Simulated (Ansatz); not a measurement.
## Electronic structure of CH2InN (SMILES [CH-]1[NH][In+]1) in real space

Input

```
basis:
  gaussian: {orbitals: def2-TZVPD}
crystal:
  periodic: [false, false, false]
  atoms:
    - {symbol: C, position_ang: [0.859956, 0.639809, -0.326383]}
    - {symbol: In, position_ang: [0.851919, -1.473997, -1.330684]}
    - {symbol: N, position_ang: [-0.300864, 0.186966, 0.021075]}
    - {symbol: H, position_ang: [-0.925767, 0.779480, 0.606819]}
    - {symbol: H, position_ang: [1.192237, 1.661040, -0.000417]}
hamiltonian: {xc: pbe0}
output: {forces: true, orbitals: {seedname: orbitals}}
```

Command:

```sh
ansatz run input.yaml --threads 1 --pin off --max-ram 2610MiB --events-out events.jsonl --progress --plain --runs-dir runs
```

Geometry: PBE-D3(BJ)/def2-SVP; core potentials replace the inner electrons of In.

All numbers below come from Ansatz 0.2.0, isolated molecule in a Gaussian basis; Kohn-Sham density functional theory, functional PBE0.

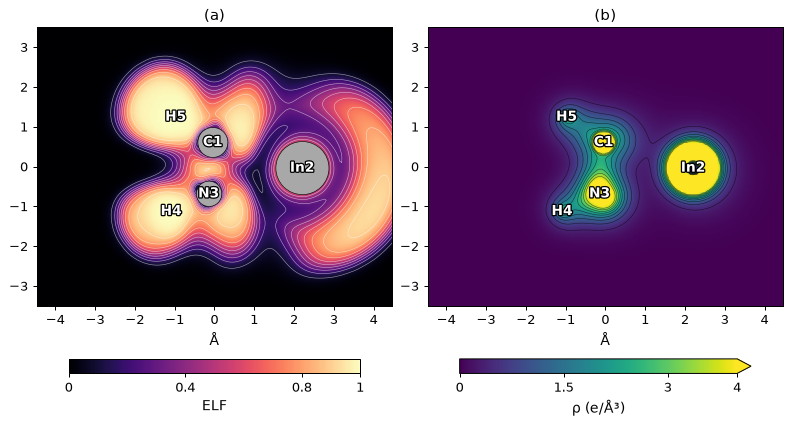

Figure 1. (a) electron localisation function; (b) electron density on the molecular plane. Grey discs cover the atomic cores in the ELF map.

> Interpret the plot.

The section cuts through C, In, N and H sites.
C–N (1.29 Å): ρ is about 2.7 e/Å³ halfway; the ELF peaks at about 0.90 between the atoms (a covalent bond).
C–In (2.34 Å): ρ at the midpoint is about 0.41 e/Å³; the ELF peaks at about 0.85 in the valence shell of C, 0.7 Å from its nucleus, and drops to about 0.15 between the two atoms.
In–N (2.43 Å): ρ at the midpoint is about 0.29 e/Å³; the ELF is about 0.10 at the midpoint.
N–H (1.04 Å): the density is about 2.7 e/Å³ at the midpoint; the ELF climbs to about 1 towards the hydrogen, as it does in any bond to H (an ordinary covalent bond to hydrogen).
C–H (1.12 Å): the density is about 1.9 e/Å³ at the midpoint; the ELF climbs to about 1 towards the hydrogen (a covalent bond by its length).

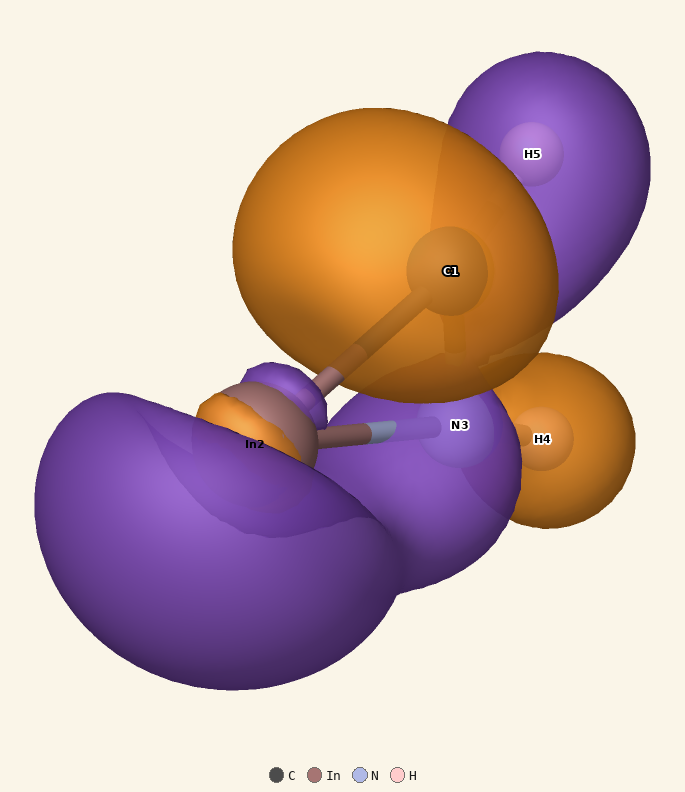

Figure 2. The HOMO at ±0.1 Å⁻³ᐟ² (orange and purple are the two phases), seen at an oblique angle.

> Where does this orbital lie, and at what energy?

By Hirshfeld shares it lies mainly on C1 (about 40 %), In2 (about 35 %), N3 (about 10 %) and H5 (about 10 %); it is symmetric in the molecular plane (an in-plane orbital: σ, lone-pair or in-plane π type). Its energy is −5.72 eV.

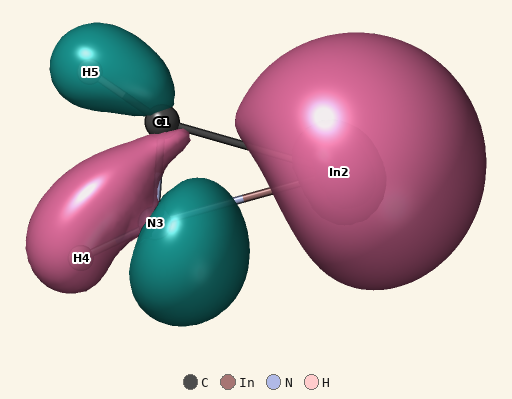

Figure 3. The HOMO−1 at ±0.1 Å⁻³ᐟ² (teal and pink are the two phases), seen at a tilt.

> Where does this orbital lie, and at what energy?

By Hirshfeld shares it lies mainly on In2 (about 55 %) and N3 (about 30 %); it is symmetric in the molecular plane (an in-plane orbital: σ, lone-pair or in-plane π type). Its energy is −7.31 eV.
